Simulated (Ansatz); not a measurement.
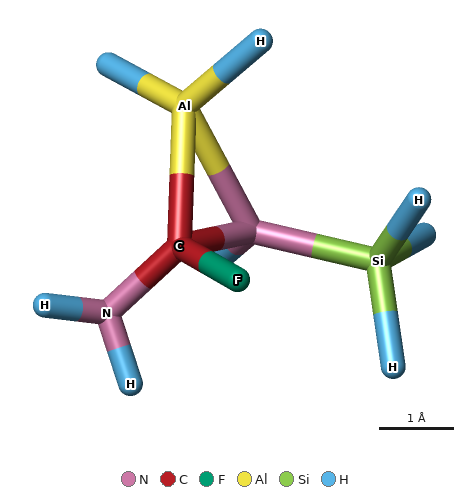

Figure 1. The starting structure (stick view, seen at a tilt). Sticks mark near contacts.

**Nudged elastic band, with input and output: CH8AlFN2Si (part 1 of 2)**

System: CH8AlFN2Si.
Method: RKS PBE0-D4/def2-SVP (Ansatz 0.2.0).

The run did not end well. It belongs to a series of runs on one base structure; here: band between the two ends.

### The input
```yaml
crystal:
  periodic: [false, false, false]
  atoms:
    - { symbol: "N", position_ang: [0.449502, -1.776716, -1.023608] }
    - { symbol: C, position_ang: [0.468955, -0.876518, 0.037928] }
    - { symbol: F, position_ang: [1.706157, -0.220122, 0.172031] }
    - { symbol: Al, position_ang: [-0.783277, -0.804537, 1.56098] }
    - { symbol: "N", position_ang: [-0.514113, 0.248622, -0.192418] }
    - { symbol: Si, position_ang: [0.055867, 1.94341, -0.299202] }
    - { symbol: H, position_ang: [0.792491, -2.695681, -0.766001] }
    - { symbol: H, position_ang: [0.952397, -1.438057, -1.846077] }
    - { symbol: H, position_ang: [-2.091937, -1.702328, 1.498784] }
    - { symbol: H, position_ang: [-0.357369, 0.090314, 2.800149] }
    - { symbol: H, position_ang: [-1.179502, -0.016035, -0.920648] }
    - { symbol: H, position_ang: [0.971071, 2.158333, -1.456828] }
    - { symbol: H, position_ang: [-1.18982, 2.735694, -0.514368] }
    - { symbol: H, position_ang: [0.706681, 2.324421, 0.977978] }
basis:
  gaussian: { orbitals: def2-SVP }
hamiltonian:
  xc: pbe0
  dispersion: d4
neb:
  order_check: false
  images: 5
  f_tol: 0.03
  max_iterations: 41
  final_atoms:
    - { symbol: "N", position_ang: [0.63768036, -1.79355819, -0.88007028] }
    - { symbol: C, position_ang: [0.45928091, -0.86986902, 0.14585955] }
    - { symbol: F, position_ang: [1.64725283, -0.19604981, 0.48402371] }
    - { symbol: Al, position_ang: [-1.04569339, -0.77694877, 1.41889555] }
    - { symbol: "N", position_ang: [-0.47463638, 0.23884579, -0.2840739] }
    - { symbol: Si, position_ang: [0.09800032, 1.93520089, -0.33824545] }
    - { symbol: H, position_ang: [0.93746924, -2.70163788, -0.54233634] }
    - { symbol: H, position_ang: [1.27577721, -1.46660628, -1.60785491] }
    - { symbol: H, position_ang: [-2.31685352, -1.68909275, 1.14470013] }
    - { symbol: H, position_ang: [-0.85231116, 0.14871838, 2.69301661] }
    - { symbol: H, position_ang: [-0.99949372, -0.05195917, -1.11064055] }
    - { symbol: H, position_ang: [-1.0902629, 2.70787573, -0.80365849] }
    - { symbol: H, position_ang: [0.50108473, 2.36328352, 1.0234088] }
    - { symbol: H, position_ang: [1.20980847, 2.12259754, -1.31432444] }
  initial_path:
    images:
      - { positions_ang: [[0.449502, -1.776716, -1.023608], [0.468955, -0.876518, 0.037928], [1.706157, -0.220122, 0.172031], [-0.783277, -0.804537, 1.56098], [-0.514113, 0.248622, -0.192418], [0.055867, 1.94341, -0.299202], [0.792491, -2.695681, -0.766001], [0.952397, -1.438057, -1.846077], [-2.091937, -1.702328, 1.498784], [-0.357369, 0.090314, 2.800149], [-1.179502, -0.016035, -0.920648], [0.971071, 2.158333, -1.456828], [-1.18982, 2.735694, -0.514368], [0.706681, 2.324421, 0.977978]] }
      - { positions_ang: [[0.49315124, -1.85858193, -0.90705113], [0.45826502, -0.81248011, 0.01487316], [1.6984727, -0.25229046, 0.23657881], [-0.73259693, -0.83949696, 1.58659148], [-0.37447011, 0.26798473, -0.4585462], [0.07829644, 1.97486914, -0.34390592], [0.40258953, -2.5398852, -0.87005317], [1.04321718, -1.58071588, -1.73368699], [-1.84417678, -1.91128482, 1.663921], [-0.55951362, 0.16503294, 2.74395585], [-1.16646735, 0.04059314, -0.97327746], [0.97150447, 2.36285444, -1.44101633], [-1.20633382, 2.71594293, -0.44780127], [0.72516504, 2.23825805, 0.95811816]] }
      - { positions_ang: [[0.53680048, -1.94044786, -0.79049426], [0.44757504, -0.74844222, -0.00818168], [1.69078839, -0.28445891, 0.30112661], [-0.68191687, -0.87445692, 1.61220297], [-0.23482721, 0.28734746, -0.7246744], [0.10072587, 2.00632827, -0.38860984], [0.01268806, -2.38408941, -0.97410534], [1.13403736, -1.72337476, -1.62129697], [-1.59641656, -2.12024165, 1.82905801], [-0.76165824, 0.23975187, 2.68776271], [-1.1534327, 0.09722127, -1.02590692], [0.97193794, 2.56737588, -1.42520465], [-1.22284765, 2.69619186, -0.38123454], [0.74364909, 2.1520951, 0.93825832]] }
      - { positions_ang: [[0.58044972, -2.02231379, -0.67393739], [0.43688506, -0.68440433, -0.03123652], [1.68310409, -0.31662737, 0.36567442], [-0.6312368, -0.90941688, 1.63781445], [-0.09518432, 0.30671019, -0.9908026], [0.12315531, 2.03778741, -0.43331376], [-0.37721341, -2.22829361, -1.07815751], [1.22485753, -1.86603364, -1.50890696], [-1.34865634, -2.32919847, 1.99419501], [-0.96380286, 0.31447081, 2.63156956], [-1.14039806, 0.15384941, -1.07853638], [0.97237142, 2.77189732, -1.40939298], [-1.23936147, 2.67644079, -0.31466781], [0.76213313, 2.06593216, 0.91839848]] }
      - { positions_ang: [[0.5995266, -1.94606192, -0.74264836], [0.44435034, -0.7462259, 0.0277955], [1.67115367, -0.27643485, 0.40512418], [-0.769389, -0.86526084, 1.56484148], [-0.22166834, 0.28408872, -0.75522637], [0.11477031, 2.0035919, -0.40162432], [0.06101414, -2.38607503, -0.89955045], [1.24183076, -1.73289118, -1.54188961], [-1.67138873, -2.11582989, 1.71103005], [-0.92663896, 0.25922, 2.65205191], [-1.09342994, 0.08524655, -1.08923777], [0.28482664, 2.75055679, -1.20748148], [-0.65921274, 2.57205503, 0.13135772], [0.91135825, 2.08482062, 0.17415751]] }
      - { positions_ang: [[0.61860348, -1.86981005, -0.81135932], [0.45181562, -0.80804746, 0.08682752], [1.65920325, -0.23624233, 0.44457395], [-0.90754119, -0.82110481, 1.49186852], [-0.34815236, 0.26146725, -0.51965013], [0.10638532, 1.9693964, -0.36993488], [0.49924169, -2.54385645, -0.7209434], [1.25880399, -1.59974873, -1.57487226], [-1.99412113, -1.90246132, 1.42786509], [-0.88947506, 0.20396919, 2.67253426], [-1.04646183, 0.01664369, -1.09993916], [-0.40271813, 2.72921626, -1.00556999], [-0.07906401, 2.46766928, 0.57738326], [1.06058336, 2.10370908, -0.57008347]] }
      - { positions_ang: [[0.63768036, -1.79355819, -0.88007028], [0.45928091, -0.86986902, 0.14585955], [1.64725283, -0.19604981, 0.48402371], [-1.04569339, -0.77694877, 1.41889555], [-0.47463638, 0.23884579, -0.2840739], [0.09800032, 1.93520089, -0.33824545], [0.93746924, -2.70163788, -0.54233634], [1.27577721, -1.46660628, -1.60785491], [-2.31685352, -1.68909275, 1.14470013], [-0.85231116, 0.14871838, 2.69301661], [-0.99949372, -0.05195917, -1.11064055], [-1.0902629, 2.70787573, -0.80365849], [0.50108473, 2.36328352, 1.0234088], [1.20980847, 2.12259754, -1.31432444]] }
```

Launched with:
```bash
ansatz run input.yaml --threads 2 --pin off --max-ram 3072MiB --backend cpu --events-out ev --progress --plain --runs-dir out
```

### What the program printed
```
Engine: ansatz 0.2.0, x86_64-unknown-linux-gnu
Functional definition: PBE0
  parameter a = 0.25
  parameter kappa = 0.804
  parameter beta = 0.06672455060314922
  exchange = (1 - a)*pbe_x(kappa = kappa, mu = beta*pi^2/3) + a*exact_x
  correlation = pbe_c(beta = beta)
1411 factors; integrals over basis functions are off by at most 4.1e-4 eV
mean field evaluation 1: about -21309.1551 eV, gradient 5.5e1 eV
mean field evaluation 2: about -21304.1841 eV, gradient 7.2e1 eV
mean field evaluation 4: about -21315.2601 eV, gradient 4.0e0 eV
mean field evaluation 8: about -21315.3238 eV, gradient 9.2e-2 eV
mean field evaluation 16: about -21315.3239 eV, gradient 7.8e-6 eV
mean field -21315.32386620 eV, -783.3237040374 hartree, gradient 8.0e-6 eV, S^2 0.000000; 0 other end points of the search recorded, 0 dependent functions left out
the calculation of the forces begins
reference -21315.32390029 eV, -783.3237052904 hartree; 32, 32 occupied and 100, 100 virtual orbitals, 1411 factors
1412 factors; integrals over basis functions are off by at most 4.9e-4 eV
mean field evaluation 32: about -21315.3239 eV, gradient 3.6e-5 eV
mean field -21315.32388914 eV, -783.3237048805 hartree, gradient 3.6e-5 eV, S^2 0.000000; 0 other end points of the search recorded, 0 dependent functions left out
[... from here on the field's lines of each further geometry are left out, up to the last ...]
NEB iter   1: max|band force component| = 4.707e1 eV/Å  barrier→ = 16.8757 eV  barrier← = 16.8757 eV  Δτ_max = 0.2000 Å  (185 SCF iters)
NEB iter   2: max|band force component| = 1.223e1 eV/Å  barrier→ = 5.7520 eV  barrier← = 5.7520 eV  Δτ_max = 0.1993 Å  (163 SCF iters)
NEB iter   3: max|band force component| = 5.202e0 eV/Å  barrier→ = 1.9806 eV  barrier← = 1.9806 eV  Δτ_max = 0.2000 Å  (145 SCF iters)
NEB iter   4: max|band force component| = 1.860e0 eV/Å  barrier→ = 1.0140 eV  barrier← = 1.0140 eV  Δτ_max = 0.2000 Å  (143 SCF iters)
NEB iter   5: max|band force component| = 1.410e0 eV/Å  barrier→ = 0.9479 eV  barrier← = 0.9479 eV  Δτ_max = 0.1989 Å  (142 SCF iters)
NEB iter   6: max|band force component| = 1.197e0 eV/Å  barrier→ = 0.9404 eV  barrier← = 0.9404 eV  Δτ_max = 0.1993 Å  (141 SCF iters)
NEB iter   7: max|band force component| = 1.509e0 eV/Å  barrier→ = 0.8755 eV  barrier← = 0.8755 eV  Δτ_max = 0.1983 Å  (144 SCF iters)
NEB iter   8: max|band force component| = 1.597e0 eV/Å  barrier→ = 0.8279 eV  barrier← = 0.8279 eV  Δτ_max = 0.1958 Å  (142 SCF iters)
NEB iter   9: max|band force component| = 2.072e0 eV/Å  barrier→ = 0.7722 eV  barrier← = 0.7722 eV  Δτ_max = 0.2000 Å  (144 SCF iters)
NEB iter  10: max|band force component| = 2.137e0 eV/Å  barrier→ = 0.7004 eV  barrier← = 0.7004 eV  Δτ_max = 0.2000 Å  (139 SCF iters)
NEB iter  11: max|band force component| = 2.416e0 eV/Å  barrier→ = 0.7531 eV  barrier← = 0.7531 eV  Δτ_max = 0.1978 Å  (146 SCF iters)
NEB iter  12: max|band force component| = 2.485e0 eV/Å  barrier→ = 0.6705 eV  barrier← = 0.6705 eV  Δτ_max = 0.1990 Å  (144 SCF iters)
NEB iter  13: max|band force component| = 2.524e0 eV/Å  barrier→ = 0.5989 eV  barrier← = 0.5989 eV  Δτ_max = 0.1992 Å  (136 SCF iters)
NEB iter  14: max|band force component| = 2.973e0 eV/Å  barrier→ = 0.6733 eV  barrier← = 0.6733 eV  Δτ_max = 0.2000 Å  (143 SCF iters)
NEB iter  15: max|band force component| = 1.990e0 eV/Å  barrier→ = 0.6463 eV  barrier← = 0.6463 eV  Δτ_max = 0.2000 Å  (146 SCF iters)
NEB iter  16: max|band force component| = 1.358e0 eV/Å  barrier→ = 0.5493 eV  barrier← = 0.5493 eV  Δτ_max = 0.1955 Å  (143 SCF iters)
NEB iter  17: max|band force component| = 1.573e0 eV/Å  barrier→ = 0.5473 eV  barrier← = 0.5473 eV  Δτ_max = 0.1994 Å  (143 SCF iters)
NEB iter  18: max|band force component| = 7.179e-1 eV/Å  barrier→ = 0.5017 eV  barrier← = 0.5016 eV  Δτ_max = 0.1985 Å  (141 SCF iters)
NEB iter  19: max|band force component| = 7.127e-1 eV/Å  barrier→ = 0.4883 eV  barrier← = 0.4883 eV  Δτ_max = 0.1957 Å  (143 SCF iters)
NEB iter  20: max|band force component| = 2.979e-1 eV/Å  barrier→ = 0.3849 eV  barrier← = 0.3849 eV  CI = image 4  Δτ_max = 0.2000 Å  (144 SCF iters)
NEB iter  21: max|band force component| = 3.871e-1 eV/Å  barrier→ = 0.2912 eV  barrier← = 0.2911 eV  CI = image 4  Δτ_max = 0.1988 Å  (142 SCF iters)
NEB iter  22: max|band force component| = 3.920e-1 eV/Å  barrier→ = 0.2185 eV  barrier← = 0.2185 eV  CI = image 4  Δτ_max = 0.2000 Å  (142 SCF iters)
NEB iter  23: max|band force component| = 4.060e-1 eV/Å  barrier→ = 0.1804 eV  barrier← = 0.1804 eV  CI = image 4  Δτ_max = 0.2000 Å  (142 SCF iters)
NEB iter  24: max|band force component| = 3.855e-1 eV/Å  barrier→ = 0.1548 eV  barrier← = 0.1548 eV  CI = image 4  Δτ_max = 0.2000 Å  (141 SCF iters)
NEB iter  25: max|band force component| = 3.587e-1 eV/Å  barrier→ = 0.1562 eV  barrier← = 0.1562 eV  CI = image 4  Δτ_max = 0.2000 Å  (136 SCF iters)
NEB iter  26: max|band force component| = 4.839e-1 eV/Å  barrier→ = 0.2065 eV  barrier← = 0.2065 eV  CI = image 4  Δτ_max = 0.2000 Å  (142 SCF iters)
NEB iter  27: max|band force component| = 5.492e-1 eV/Å  barrier→ = 0.2750 eV  barrier← = 0.2750 eV  CI = image 4  Δτ_max = 0.1990 Å  (141 SCF iters)
NEB iter  28: max|band force component| = 5.348e-1 eV/Å  barrier→ = 0.3108 eV  barrier← = 0.3108 eV  CI = image 4  Δτ_max = 0.1985 Å  (143 SCF iters)
NEB iter  29: max|band force component| = 5.236e-1 eV/Å  barrier→ = 0.3317 eV  barrier← = 0.3317 eV  CI = image 4  Δτ_max = 0.1976 Å  (143 SCF iters)
NEB iter  30: max|band force component| = 3.838e-1 eV/Å  barrier→ = 0.3257 eV  barrier← = 0.3257 eV  CI = image 4  Δτ_max = 0.2000 Å  (145 SCF iters)
NEB iter  31: max|band force component| = 3.464e-1 eV/Å  barrier→ = 0.3143 eV  barrier← = 0.3143 eV  CI = image 4  Δτ_max = 0.2000 Å  (138 SCF iters)
NEB iter  32: max|band force component| = 2.761e-1 eV/Å  barrier→ = 0.2925 eV  barrier← = 0.2925 eV  CI = image 4  Δτ_max = 0.2000 Å  (144 SCF iters)
NEB iter  33: max|band force component| = 2.646e-1 eV/Å  barrier→ = 0.2227 eV  barrier← = 0.2226 eV  CI = image 4  Δτ_max = 0.2000 Å  (133 SCF iters)
NEB iter  34: max|band force component| = 2.321e-1 eV/Å  barrier→ = 0.2250 eV  barrier← = 0.2250 eV  CI = image 4  Δτ_max = 0.1998 Å  (138 SCF iters)
NEB iter  35: max|band force component| = 1.969e-1 eV/Å  barrier→ = 0.1894 eV  barrier← = 0.1894 eV  CI = image 4  Δτ_max = 0.2000 Å  (130 SCF iters)
NEB iter  36: max|band force component| = 3.117e-1 eV/Å  barrier→ = 0.1474 eV  barrier← = 0.1473 eV  CI = image 4  Δτ_max = 0.1004 Å  (136 SCF iters)
NEB iter  37: max|band force component| = 1.661e-1 eV/Å  barrier→ = 0.1606 eV  barrier← = 0.1606 eV  CI = image 4  Δτ_max = 0.2000 Å  (137 SCF iters)
NEB iter  38: max|band force component| = 2.709e-1 eV/Å  barrier→ = 0.1579 eV  barrier← = 0.1579 eV  CI = image 4  Δτ_max = 0.1819 Å  (137 SCF iters)
NEB iter  39: max|band force component| = 1.636e-1 eV/Å  barrier→ = 0.1499 eV  barrier← = 0.1499 eV  CI = image 4  Δτ_max = 0.0759 Å  (142 SCF iters)
NEB iter  40: max|band force component| = 1.481e-1 eV/Å  barrier→ = 0.1463 eV  barrier← = 0.1463 eV  CI = image 4  Δτ_max = 0.2000 Å  (133 SCF iters)
the calculation of the forces begins
reference -21315.17580749 eV, -783.3182629803 hartree; 32, 32 occupied and 100, 100 virtual orbitals, 1411 factors
these checks for a lower state are left out or cut short: starts, cluster_reference, orbital_swaps, neighbouring_geometries, increment
1412 factors; integrals over basis functions are off by at most 4.8e-4 eV
mean field -21315.25206861 eV, -783.3210655246 hartree, gradient 1.5e-5 eV, S^2 0.000000; 0 other end points of the search recorded, 0 dependent functions left out
the calculation of the forces begins
reference -21315.25210298 eV, -783.3210667878 hartree; 32, 32 occupied and 100, 100 virtual orbitals, 1412 factors
NEB iter  41: max|band force component| = 1.794e-1 eV/Å  barrier→ = 0.1502 eV  barrier← = 0.1502 eV  CI = image 4  Δτ_max = 0.0999 Å  (138 SCF iters)
```

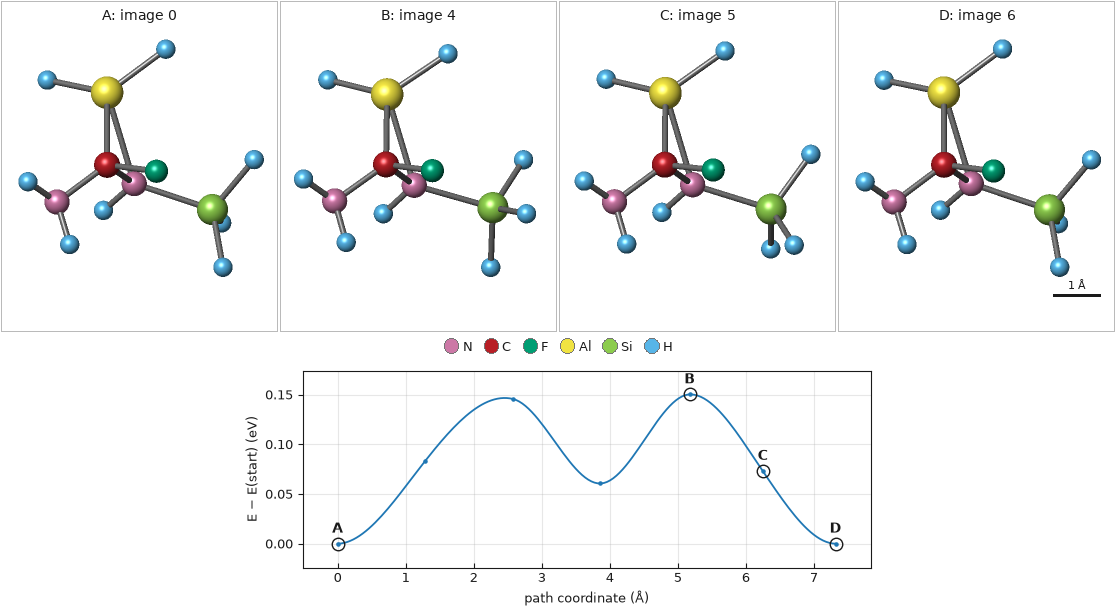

Figure 2. Images of the last band (counted from 0; ball-and-stick, seen at a tilt) above the energy along the path; the line is a cubic interpolation that uses the forces. The highest image is number 4, 0.150 eV above the start and 0.150 eV above the end (the climbing image); start and end have the same energy. The path is 7.32 Å long. The band had not converged after 41 iterations.
